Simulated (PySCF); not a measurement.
C₄H₄F₂O, SMILES `C/C=C(\F)C(=O)F`.

Method: PBE0/def2-SVPD; geometry: GFN2-xTB; program: PySCF. No frequency check shows the geometry to be a minimum.

Coordinates in Å:

```
C1       2.6731   -0.2284   -0.0004
C2       1.2573   -0.6587    0.0014
C3       0.2043    0.1650    0.0011
F4       0.3570    1.5037    0.0005
C5      -1.1797   -0.3150    0.0002
O6      -1.5575   -1.4391   -0.0002
F7      -2.0714    0.7032   -0.0010
H8       2.7573    0.8548   -0.0014
H9       3.1779   -0.6321   -0.8814
H10      3.1807   -0.6308    0.8723
H11      1.0438   -1.7179    0.0025
```

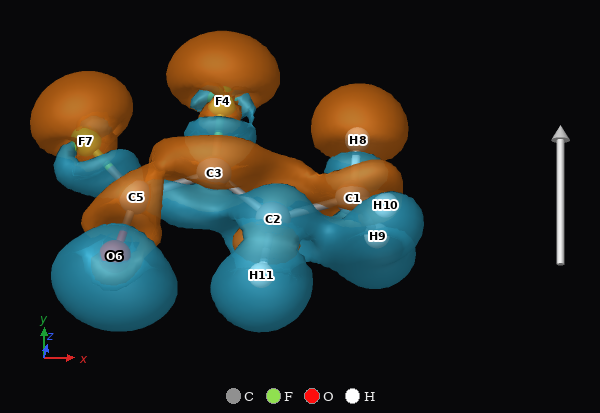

Change of the electron density in a uniform field of 0.21 V/Å along +y (arrow), surfaces at ±0.001 e/Å³ (light blue: gain, orange: loss).

The field was applied in both directions; the picture shows the one opposite to the script's first.

**How large is the response?**

The induced dipole is 0.54 D (along the field); α along this axis, from the fields in both directions, is 53 bohr³ (7.8 Å³).

The PySCF run took 72 s on 1 thread of Arm Neoverse V2 (shared host), peak memory 0.85 GiB.
